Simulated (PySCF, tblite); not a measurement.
# C₃H₁₀Al₂Cl₂: a rotation path, then NMR shifts on frames, part 2 of 2

tblite 0.8.0 and PySCF 2.14.0. Atoms count from 0. The steps go on from the part before.

## 5. NMR shieldings: image 4, PBE0/pcSseg-1

What the job is given:

```
{"job": {"kind": "nmr", "xc": "PBE0", "basis": "pcSseg-1", "pop": false}, "charge": 0, "multiplicity": 1}
C     -2.147800     0.908600     0.215700
C     -2.117600    -0.590200    -0.041900
C     -0.685200    -1.058900    -0.389000
Al     0.632100     0.444600    -0.359300
Cl     1.812300     0.432600     1.545300
Al     3.621000    -0.066800     0.449600
Cl     2.487700    -0.190100    -1.405400
H     -1.422300     1.161600     0.995200
H     -1.862600     1.444800    -0.689500
H     -3.132900     1.247900     0.529300
H     -2.805000    -0.821700    -0.858000
H     -2.483700    -1.109000     0.845900
H     -0.697100    -1.538100    -1.379900
H     -0.405000    -1.878600     0.291400
H      0.572800     1.944800    -0.700900
H      4.079800    -1.486200     0.838200
H      4.546500     1.166800     0.402400
```

With the program's defaults for keys left out, this is: GIAO PBE0/pcSseg-1 NMR shielding, non-relativistic, gas phase.

The log of the run:

```text
coarse grid: 15960 points
cycle   1  E = -1524.8861331766  dE =  5.158e-01  |g| = 4.455e-01  |ddm| = 3.632e+00
cycle   2  E = -1524.8764970099  dE =  9.636e-03  |g| = 4.937e-01  |ddm| = 8.945e-01
cycle   3  E = -1524.9400983428  dE = -6.360e-02  |g| = 5.359e-02  |ddm| = 5.033e-01
cycle   4  E = -1524.9407807410  dE = -6.824e-04  |g| = 1.981e-02  |ddm| = 7.471e-02
cycle   5  E = -1524.9408634598  dE = -8.272e-05  |g| = 3.697e-03  |ddm| = 2.111e-02
cycle   6  E = -1524.9408666042  dE = -3.144e-06  |g| = 1.268e-03  |ddm| = 3.951e-03
final grid: 134616 points
cycle   7  E = -1524.9784311270  dE = -3.825e-05  |g| = 7.542e-03  |ddm| = 2.636e-02
cycle   8  E = -1524.9784255901  dE =  5.537e-06  |g| = 8.500e-03  |ddm| = 1.339e-02
cycle   9  E = -1524.9784440356  dE = -1.845e-05  |g| = 7.202e-04  |ddm| = 7.614e-03
cycle  10  E = -1524.9784441301  dE = -9.442e-08  |g| = 1.814e-04  |ddm| = 8.113e-04
cycle  11  E = -1524.9784441379  dE = -7.871e-09  |g| = 4.364e-05  |ddm| = 1.917e-04
cycle  12  E = -1524.9784441384  dE = -4.261e-10  |g| = 1.195e-05  |ddm| = 4.632e-05
converged SCF energy = -1524.9784441384

GIAO shielding tensors (ppm)
atom      isotropic    diamagn.    paramagn.     s11        s22        s33       span
  0 C      154.450     252.300     -97.850    137.202    157.686    168.462     31.260
  1 C      167.521     244.936     -77.415    158.370    167.038    177.156     18.786
  2 C      166.825     251.389     -84.564    139.593    166.217    194.666     55.073
  3 Al     407.891     795.985    -388.093    321.555    370.458    531.661    210.106
  4 Cl     931.499    1152.236    -220.737    843.196    949.674   1001.628    158.433
  5 Al     414.111     795.079    -380.968    361.546    384.460    496.328    134.782
  6 Cl     935.152    1151.387    -216.235    836.378    964.667   1004.411    168.033
  7 H       31.162      32.009      -0.847     27.022     31.815     34.648      7.626
  8 H       30.048      31.151      -1.103     26.615     29.436     34.094      7.480
  9 H       29.940      28.406       1.534     25.269     27.002     37.550     12.281
 10 H       30.087      29.164       0.923     24.741     28.691     36.831     12.090
 11 H       30.078      29.750       0.328     24.826     28.812     36.596     11.769
 12 H       30.472      31.292      -0.820     25.035     30.701     35.680     10.645
 13 H       30.207      31.802      -1.595     25.685     30.112     34.824      9.139
 14 H       26.705      29.855      -3.150     22.578     26.017     31.519      8.941
 15 H       27.193      28.522      -1.329     24.117     24.189     33.275      9.157
 16 H       27.115      28.003      -0.888     23.839     24.205     33.300      9.461
```

Run time: 20 s. Hardware: 1 thread of Intel Xeon 6975P-C, shared host; peak memory 0.92 GiB.

In short: δ C0 32.5, C2 20.1, C1 19.4, Al3 82.1, H14 5.01, H16 4.60 ppm.

## 6. NMR shieldings: image 6, PBE0/pcSseg-1

What the job is given:

```
{"job": {"kind": "nmr", "xc": "PBE0", "basis": "pcSseg-1", "pop": false}, "charge": 0, "multiplicity": 1}
C     -2.443500     0.859800    -0.299500
C     -2.050600    -0.518100     0.212300
C     -0.643300    -0.901300    -0.276400
Al     0.728800     0.496900     0.093500
Cl     2.113900    -0.130600     1.736100
Al     3.780600    -0.230700     0.342800
Cl     2.441700     0.268400    -1.305600
H     -1.775400     1.611600     0.122700
H     -2.357800     0.901700    -1.383700
H     -3.466400     1.106900    -0.024300
H     -2.785400    -1.256000    -0.125000
H     -2.072100    -0.509700     1.304500
H     -0.708000    -1.075100    -1.364300
H     -0.388700    -1.888300     0.143800
H      0.654800     2.018500     0.323900
H      4.229900    -1.697900     0.196300
H      4.734300     0.955900     0.592000
```

Method: GIAO PBE0/pcSseg-1 NMR shielding, non-relativistic, gas phase.

The log of the run:

```text
coarse grid: 15960 points
cycle   1  E = -1524.8904311092  dE =  4.876e-01  |g| = 4.510e-01  |ddm| = 3.611e+00
cycle   2  E = -1524.8797316680  dE =  1.070e-02  |g| = 5.035e-01  |ddm| = 8.926e-01
cycle   3  E = -1524.9459423281  dE = -6.621e-02  |g| = 5.275e-02  |ddm| = 4.959e-01
cycle   4  E = -1524.9465975324  dE = -6.552e-04  |g| = 2.014e-02  |ddm| = 7.268e-02
cycle   5  E = -1524.9466835330  dE = -8.600e-05  |g| = 3.825e-03  |ddm| = 2.067e-02
cycle   6  E = -1524.9466868703  dE = -3.337e-06  |g| = 1.247e-03  |ddm| = 3.975e-03
final grid: 134616 points
cycle   7  E = -1524.9849638982  dE = -3.511e-05  |g| = 8.027e-03  |ddm| = 2.082e-02
cycle   8  E = -1524.9849575305  dE =  6.368e-06  |g| = 9.101e-03  |ddm| = 1.371e-02
cycle   9  E = -1524.9849787721  dE = -2.124e-05  |g| = 7.114e-04  |ddm| = 7.802e-03
cycle  10  E = -1524.9849788601  dE = -8.800e-08  |g| = 2.000e-04  |ddm| = 7.799e-04
cycle  11  E = -1524.9849788699  dE = -9.770e-09  |g| = 3.777e-05  |ddm| = 1.908e-04
cycle  12  E = -1524.9849788702  dE = -3.138e-10  |g| = 1.085e-05  |ddm| = 4.116e-05
converged SCF energy = -1524.9849788702

GIAO shielding tensors (ppm)
atom      isotropic    diamagn.    paramagn.     s11        s22        s33       span
  0 C      164.389     249.076     -84.686    150.088    160.019    183.060     32.972
  1 C      164.646     246.081     -81.435    157.907    165.121    170.912     13.005
  2 C      164.155     251.686     -87.531    148.847    160.202    183.417     34.570
  3 Al     403.350     796.133    -392.782    329.978    355.402    524.671    194.694
  4 Cl     933.203    1151.919    -218.716    839.728    955.039   1004.843    165.115
  5 Al     413.410     795.061    -381.650    359.700    384.060    496.472    136.772
  6 Cl     933.521    1151.874    -218.352    832.613    963.985   1003.966    171.354
  7 H       30.244      30.852      -0.608     25.487     30.453     34.792      9.305
  8 H       30.913      30.250       0.663     27.382     29.432     35.925      8.544
  9 H       30.305      27.836       2.469     25.658     27.206     38.052     12.394
 10 H       29.862      29.316       0.546     24.224     28.300     37.063     12.839
 11 H       30.225      30.787      -0.562     25.889     29.284     35.504      9.615
 12 H       30.844      32.251      -1.407     26.227     30.998     35.306      9.079
 13 H       30.374      31.888      -1.514     25.545     29.887     35.691     10.146
 14 H       26.734      29.703      -2.969     22.650     25.737     31.815      9.165
 15 H       27.164      28.487      -1.323     24.090     24.149     33.254      9.164
 16 H       27.105      27.948      -0.843     23.855     24.193     33.267      9.412
```

Wall time 20 s (1 thread of Intel Xeon 6975P-C, shared host); peak memory 0.9 GiB.

This run: δ C2 22.8, C0 22.5, C1 22.3, Al3 86.6, H14 4.98, H16 4.61 ppm.

## 7. Nuclear shieldings: image 8, PBE0/pcSseg-1

What the job is given:

```
{"job": {"kind": "nmr", "xc": "PBE0", "basis": "pcSseg-1", "pop": false}, "charge": 0, "multiplicity": 1}
C     -1.996400     0.853300    -0.720700
C     -2.092800    -0.349100     0.204100
C     -0.780000    -1.150200     0.174400
Al     0.589900     0.188100     0.702500
Cl     2.421100    -0.694900     1.597700
Al     3.624200     0.010100    -0.072400
Cl     1.859500     0.885900    -0.991200
H     -1.143600     1.472000    -0.414700
H     -1.833500     0.536400    -1.748700
H     -2.896500     1.462100    -0.682000
H     -2.944900    -0.971500    -0.084100
H     -2.273700     0.003200     1.223900
H     -0.668500    -1.594400    -0.825900
H     -0.878900    -2.006400     0.856400
H      0.375900     1.442600     1.574800
H      4.064000    -1.205600    -0.913200
H      4.567200     1.130500     0.408200
```

Level: GIAO PBE0/pcSseg-1 NMR shielding, non-relativistic, gas phase.

The log of the run:

```text
coarse grid: 15960 points
cycle   1  E = -1524.8908569278  dE =  5.353e-01  |g| = 4.481e-01  |ddm| = 3.611e+00
cycle   2  E = -1524.8800864401  dE =  1.077e-02  |g| = 5.000e-01  |ddm| = 9.049e-01
cycle   3  E = -1524.9454978549  dE = -6.541e-02  |g| = 5.282e-02  |ddm| = 5.077e-01
cycle   4  E = -1524.9461551463  dE = -6.573e-04  |g| = 1.971e-02  |ddm| = 7.409e-02
cycle   5  E = -1524.9462365638  dE = -8.142e-05  |g| = 3.639e-03  |ddm| = 2.061e-02
cycle   6  E = -1524.9462396166  dE = -3.053e-06  |g| = 1.222e-03  |ddm| = 3.980e-03
final grid: 134616 points
cycle   7  E = -1524.9833554108  dE = -3.737e-05  |g| = 7.706e-03  |ddm| = 2.382e-02
cycle   8  E = -1524.9833495195  dE =  5.891e-06  |g| = 8.726e-03  |ddm| = 1.338e-02
cycle   9  E = -1524.9833689742  dE = -1.945e-05  |g| = 7.084e-04  |ddm| = 7.673e-03
cycle  10  E = -1524.9833690638  dE = -8.961e-08  |g| = 1.769e-04  |ddm| = 7.849e-04
cycle  11  E = -1524.9833690713  dE = -7.469e-09  |g| = 4.248e-05  |ddm| = 1.844e-04
cycle  12  E = -1524.9833690717  dE = -4.043e-10  |g| = 1.173e-05  |ddm| = 4.858e-05
converged SCF energy = -1524.9833690717

GIAO shielding tensors (ppm)
atom      isotropic    diamagn.    paramagn.     s11        s22        s33       span
  0 C      162.788     250.924     -88.136    146.558    160.746    181.060     34.501
  1 C      164.620     248.278     -83.658    158.703    163.620    171.537     12.835
  2 C      167.130     250.914     -83.784    150.196    168.298    182.895     32.700
  3 Al     408.295     795.741    -387.446    341.332    361.289    522.265    180.933
  4 Cl     928.989    1150.922    -221.933    837.005    949.626   1000.337    163.332
  5 Al     413.599     795.088    -381.489    360.910    383.893    495.993    135.083
  6 Cl     927.761    1152.411    -224.651    832.382    952.110    998.790    166.408
  7 H       31.091      32.111      -1.020     26.802     31.123     35.347      8.545
  8 H       30.600      31.093      -0.493     27.453     28.843     35.504      8.051
  9 H       30.150      28.746       1.405     25.444     26.966     38.041     12.596
 10 H       29.779      29.268       0.511     24.275     27.854     37.209     12.934
 11 H       30.175      30.807      -0.632     26.151     28.493     35.879      9.728
 12 H       30.797      32.101      -1.304     27.334     29.670     35.388      8.055
 13 H       30.717      31.050      -0.334     25.519     29.463     37.167     11.648
 14 H       27.001      29.546      -2.545     23.206     25.717     32.080      8.873
 15 H       27.172      28.587      -1.416     24.067     24.254     33.194      9.127
 16 H       27.125      27.998      -0.872     23.822     24.196     33.359      9.537
```

Run time: 20 s. Hardware: 1 thread of Intel Xeon 6975P-C, shared host; peak memory 0.92 GiB.

Key values: δ C0 24.1, C1 22.3, C2 19.8, Al3 81.7, H14 4.72, H16 4.59 ppm.

## 8. Comparing the runs: NMR shifts

Shifts (ppm) of some atoms, chosen among heavy atoms and hydrogens apart, with basis size and wall time:

```csv
frame,C0,C2,H7,H8,Al3,Cl4,Cl6,functions,time
image 0,24.3,19.9,1.13,0.61,81.2,22,21,197,27 s
image 2,22.6,21.2,0.86,1.57,83.9,21,17,197,21 s
image 4,32.5,20.1,0.56,1.67,82.1,18,15,197,20 s
image 6,22.5,22.8,1.47,0.80,86.6,17,16,197,20 s
image 8,24.1,19.8,0.63,1.12,81.7,21,22,197,20 s
```

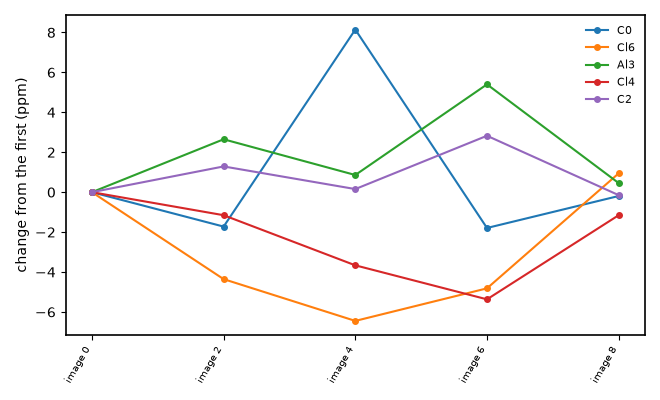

How five of the tabulated atoms move from run to run.

## 9. Outcome

What follows sums up all 2 parts.

| quantity | value |
| --- | --- |
| barrier | 0.111 eV (2.6 kcal/mol) at image 4 |
| end to end (GFN2-xTB) | 0.000 eV |
| 13C shifts against TMS (PBE0/pcSseg-1, image 0) | 24.3, 22.2, 19.9 ppm |
| 1H shifts against TMS (PBE0/pcSseg-1, image 0) | 4.71, 4.59, 4.55, 1.93, 1.57, 1.53, 1.13, 1.01, 0.92, 0.61 ppm |
| 27Al shifts against AlH4- (PBE0/pcSseg-1, image 0) | 81.2, 76.3 ppm |
| 35Cl shifts against HCl (PBE0/pcSseg-1, image 0) | 22, 21 ppm |
| surface potential, least and greatest | -0.52 V and 1.72 V |
| range of the shift of C0 | 22.5 to 32.5 ppm |

Along the band the dihedral turns by 114°, and the top (dihedral 1°) lies 2.6 kcal/mol above the start (GFN2-xTB, rough), so at room temperature this motion is fast. The top was not checked by a frequency run. Shifts at one fixed geometry are not the observed spectrum, which averages over the motion. In the first frame run (image 0): Shielding is most anisotropic at Al3 (span 180 ppm, paramagnetic term -387 ppm). At PBE0/pcSseg-1, counted by nearest atom on the grid, the HOMO lies on C2 29 %; H14 15 %, the LUMO on Al3, Al5 about 16 % each; H15, H16 about 13 % each. In ppm, C0 moves most: its shift spreads over 9.9 ppm, from 22.5 (image 6) to 32.5 (image 4).
